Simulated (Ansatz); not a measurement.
**Geometry relaxation, with input and output: SiH$_{2}$ClF$_{2}$ (part 2 of 2)**

Continued. System: SiH$_{2}$ClF$_{2}$, multiplicity 2. Method: UHF/def2-SVP (Ansatz 0.2.0). It belongs to a series of runs on one base structure; here: end point B relaxed.

Trajectory as extended XYZ, continued:
```
6
Properties=species:S:1:pos:R:3:forces:R:3 step=8 energy=-25800.34426
Si    0.0104   -0.0187   -0.4872   -0.0007   0.0012   0.0375
H     0.2568   -0.4724    3.1740   -0.1943   0.3571   0.3750
F     1.4742    0.0187   -1.1346    0.0149  -0.0008  -0.0146
H    -0.7019    1.2205   -0.8433   -0.0121   0.0214  -0.0097
F    -0.7531   -1.2639   -1.1428   -0.0068  -0.0132  -0.0147
Cl   -0.2237    0.4097    3.9787    0.1990  -0.3657  -0.3734
6
Properties=species:S:1:pos:R:3:forces:R:3 step=10 energy=-25800.36675
Si    0.0119   -0.0208   -0.5039   -0.0163   0.0267  -0.2442
H     0.3279   -0.5978    3.4905   -0.0272   0.0499   0.0479
F     1.4590    0.0402   -1.1943   -0.0110  -0.0220   0.0791
H    -0.7039    1.2257   -0.8412   -0.0018   0.0032   0.0938
F    -0.7643   -1.2387   -1.2030    0.0250  -0.0007   0.0800
Cl   -0.2678    0.4854    3.7967    0.0312  -0.0571  -0.0566
6
Properties=species:S:1:pos:R:3:forces:R:3 step=11 energy=-25800.36976
Si    0.0060   -0.0085   -0.5141   -0.0333   0.0537  -0.0571
H     0.3353   -0.6112    3.5322    0.0772  -0.1400  -0.0023
F     1.4597    0.0419   -1.1856    0.0525  -0.0232   0.0065
H    -0.7069    1.2318   -0.8706   -0.0171   0.0303   0.0508
F    -0.7662   -1.2386   -1.1904   -0.0050  -0.0554   0.0074
Cl   -0.2651    0.4787    3.7733   -0.0743   0.1346  -0.0054
6
Properties=species:S:1:pos:R:3:forces:R:3 step=13 energy=-25800.37204
Si    0.0039   -0.0041   -0.5336   -0.0077   0.0135  -0.0133
H     0.3425   -0.6240    3.6319    0.1847  -0.3346  -0.0123
F     1.4584    0.0442   -1.2049    0.0253  -0.0095  -0.0006
H    -0.7100    1.2377   -0.8826   -0.0148   0.0267   0.0229
F    -0.7675   -1.2362   -1.2085   -0.0045  -0.0274  -0.0007
Cl   -0.2645    0.4764    3.7425   -0.1830   0.3314   0.0040
6
Properties=species:S:1:pos:R:3:forces:R:3 step=15 energy=-25800.31472 accepted=F
Si    0.0094   -0.0136   -0.5228    0.0051  -0.0064  -0.1723
H     0.3615   -0.6553    3.8258   -0.9082   1.6369  -0.4229
F     1.4495    0.0597   -1.2291   -0.0322  -0.0151   0.0478
H    -0.7106    1.2400   -0.8268    0.0033  -0.0053   0.0634
F    -0.7769   -1.2199   -1.2332    0.0284   0.0188   0.0473
Cl   -0.2702    0.4830    3.5309    0.9037  -1.6288   0.4367
6
Properties=species:S:1:pos:R:3:forces:R:3 step=17 energy=-25800.37957
Si    0.0234   -0.0372   -0.5423    0.0043  -0.0094   0.0198
H     0.3385   -0.6156    3.7568    0.0745  -0.1342   0.0255
F     1.4512    0.0564   -1.2652    0.0154   0.0023  -0.0112
H    -0.7022    1.2252   -0.7751   -0.0099   0.0175   0.0074
F    -0.7747   -1.2233   -1.2677   -0.0092  -0.0113  -0.0107
Cl   -0.2733    0.4884    3.6383   -0.0750   0.1351  -0.0309
6
Properties=species:S:1:pos:R:3:forces:R:3 step=18 energy=-25800.37845 accepted=F
Si    0.0292   -0.0478   -0.5308    0.0122  -0.0237  -0.0708
H     0.3366   -0.6103    3.8335   -0.2179   0.3921  -0.1121
F     1.4460    0.0646   -1.2763   -0.0268   0.0063   0.0197
H    -0.7002    1.2221   -0.7228    0.0104  -0.0181   0.0214
F    -0.7795   -1.2142   -1.2801    0.0088   0.0276   0.0205
Cl   -0.2693    0.4795    3.5214    0.2134  -0.3842   0.1212
6
Properties=species:S:1:pos:R:3:forces:R:3 step=20 energy=-25800.38205
Si    0.0422   -0.0710   -0.5435    0.0003  -0.0034  -0.0672
H     0.3303   -0.5920    3.8579   -0.1416   0.2514  -0.0743
F     1.4425    0.0701   -1.3148   -0.0312   0.0055   0.0230
H    -0.6903    1.2066   -0.6681    0.0222  -0.0390   0.0192
F    -0.7841   -1.2070   -1.3200    0.0119   0.0312   0.0240
Cl   -0.2777    0.4872    3.5333    0.1383  -0.2457   0.0752
6
Properties=species:S:1:pos:R:3:forces:R:3 step=22 energy=-25800.38629
Si    0.0805   -0.1383   -0.5414   -0.0447   0.0758  -0.1363
H     0.3011   -0.5391    3.8736   -0.0166   0.0295  -0.0109
F     1.4274    0.0961   -1.3858   -0.0874   0.0031   0.0705
H    -0.6569    1.1480   -0.4634    0.0922  -0.1610  -0.0044
F    -0.7991   -1.1800   -1.3920    0.0422   0.0782   0.0717
Cl   -0.2902    0.5073    3.4538    0.0144  -0.0255   0.0094
6
Properties=species:S:1:pos:R:3:forces:R:3 step=24 energy=-25800.38883
Si    0.1033   -0.1788   -0.5388    0.0069  -0.0137  -0.0879
H     0.2788   -0.4986    3.8920   -0.0263   0.0465  -0.0269
F     1.4114    0.1228   -1.4201   -0.0483   0.0091   0.0471
H    -0.6239    1.0898   -0.3259    0.0269  -0.0470  -0.0133
F    -0.8143   -1.1518   -1.4276    0.0171   0.0471   0.0479
Cl   -0.2926    0.5106    3.3651    0.0237  -0.0420   0.0330
6
Properties=species:S:1:pos:R:3:forces:R:3 step=25 energy=-25800.38865 accepted=F
Si    0.1105   -0.1916   -0.5523    0.0039  -0.0074  -0.0488
H     0.2816   -0.5029    3.8711   -0.0861   0.1520  -0.0589
F     1.4092    0.1270   -1.4390   -0.0099   0.0014   0.0249
H    -0.6132    1.0708   -0.3127    0.0004  -0.0009   0.0051
F    -0.8168   -1.1475   -1.4472    0.0040   0.0096   0.0251
Cl   -0.3085    0.5383    3.4249    0.0877  -0.1547   0.0526
6
Properties=species:S:1:pos:R:3:forces:R:3 step=27 energy=-25800.38964
Si    0.1166   -0.2017   -0.5536   -0.0027   0.0044  -0.0125
H     0.2707   -0.4825    3.9055   -0.0096   0.0170  -0.0084
F     1.4038    0.1379   -1.4486   -0.0003   0.0017   0.0062
H    -0.6037    1.0552   -0.2757    0.0041  -0.0071  -0.0008
F    -0.8239   -1.1371   -1.4556   -0.0012   0.0012   0.0062
Cl   -0.3008    0.5222    3.3728    0.0097  -0.0171   0.0092
```

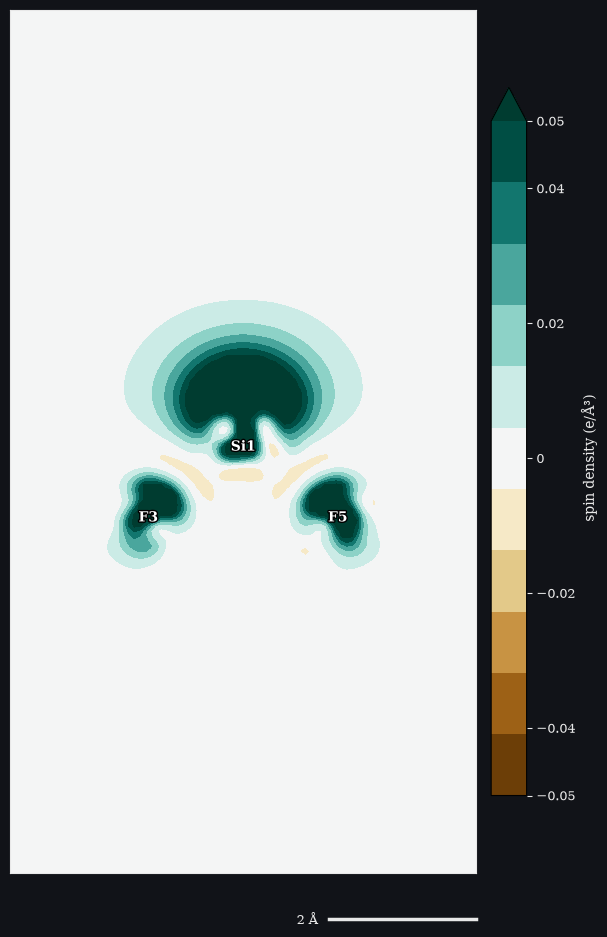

**Figure 1.** Spin density on the plane of atoms F3, Si1 and F5. The section cuts through Si and F sites. The unpaired spin (1 electron) lies mostly on Si1 (about 0.8) and H4 (about 0.1), in electrons by Hirshfeld's partition.

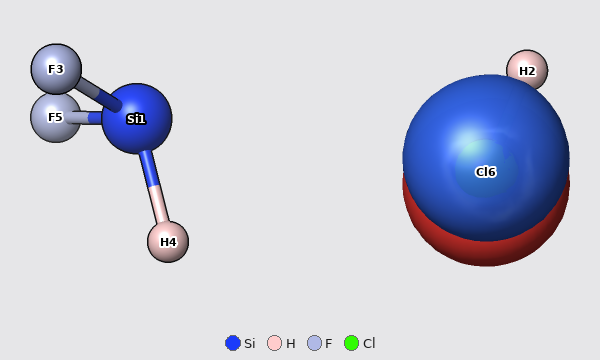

**Figure 2.** The HOMO (β) at ±0.2 Å⁻³ᐟ² (blue and red are the two phases), seen from the side. Its energy is −13.05 eV.

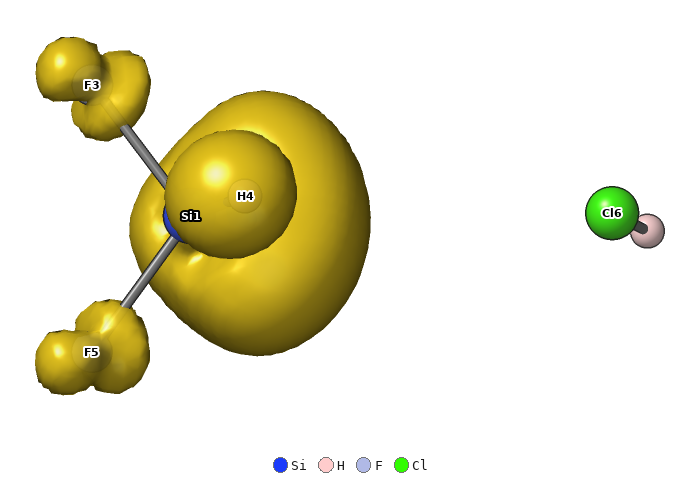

**Figure 3.** Isosurfaces of the spin density at +0.03 (yellow) and −0.03 e/Å³ (cyan), seen face on. The unpaired spin (1 electron) lies mostly on Si1 (about 0.8) and H4 (about 0.1), in electrons by Hirshfeld's partition.

The run was set up as follows.

Input:
```yaml
crystal:
  periodic: [false, false, false]
  atoms:
    - { symbol: Si, position_ang: [0.018259, -0.031029, -0.234878] }
    - { symbol: H, position_ang: [0.093805, -0.179394, 2.42687] }
    - { symbol: F, position_ang: [1.49009, 0.002436, -0.853274] }
    - { symbol: H, position_ang: [-0.69238, 1.202574, -0.619561] }
    - { symbol: F, position_ang: [-0.746778, -1.287601, -0.856415] }
    - { symbol: Cl, position_ang: [-0.100197, 0.187014, 3.682057] }
magnetization:
  spin_polarized: true
  initial_magnetization: 1
basis:
  gaussian: { orbitals: def2-SVP }
hamiltonian:
  xc: hf
relax:
  f_tol: 0.03
  max_steps: 50
output:
  orbitals: {}
```

Command:
```bash
ansatz run input.yaml --threads 1 --pin off --max-ram 2048MiB --backend cpu --events-out ev --progress --plain --runs-dir out
```

Key numbers:

- outcome: converged
- total energy: −25800.3896 eV
- mean-field energy: −25800.3896 eV
- ⟨S²⟩: 0.753
- largest force (length of the vector) at the end: 0.022 eV/Å
- hardware: 1 thread of AMD EPYC (Zen 3), 32 GiB of memory available, shared host
- wall time: 42 s
- peak memory: 0.17 GiB
